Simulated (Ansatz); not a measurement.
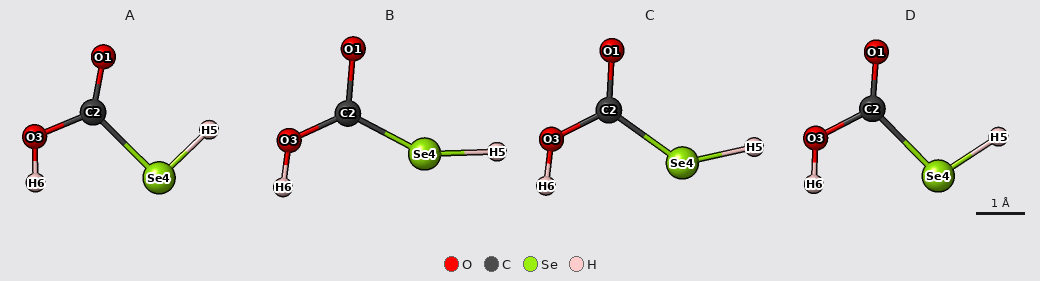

4 geometries from one relaxation of CH$_{2}$O$_{2}$Se, in shuffled order. Style: ball-and-stick. Shown face on.

The run prepares an end point of a later path (hydrogen shift) calculation, from a guessed geometry.

Level of theory: RKS r2SCANh/def2-SVP in Ansatz. (no spin polarisation; force threshold 0.02 eV/Å; at most 50 steps)

Question: Order the frames from highest to lowest energy.

Answer: B, C, D, A. They are steps 0, 1, 3, 10, at +85.9 kcal/mol, +34.0 kcal/mol, +4.54 kcal/mol relative to the last. Over 9 accepted moves (10 points after the start) the energy falls by 85.9 kcal/mol. Largest force component: 9.7 eV/Å at the start, 0.015 eV/Å at the end. The line search rejected the trial step at point 4 of the run. The largest move after the best rigid fit is that of H5, 0.75 Å. Largest moves by element: H 0.75 Å, Se 0.52 Å, O 0.27 Å, C 0.11 Å. Among the contacts that change: O1–C2 1.364 → 1.187 Å, C2–Se4 1.829 → 1.960 Å, Se4–H5 1.530 → 1.463 Å, O3–H6 0.996 → 0.966 Å. Bond angles that change, for instance: C2–Se4–H5 150.5° → 91.6°, O3–C2–Se4 127.7° → 112.8°, O1–C2–Se4 113.1° → 124.0°. Cost: 17 s on 2 threads of Intel(R) Xeon(R) 6975P-C (Granite Rapids) (shared host), peak memory 0.21 GiB.
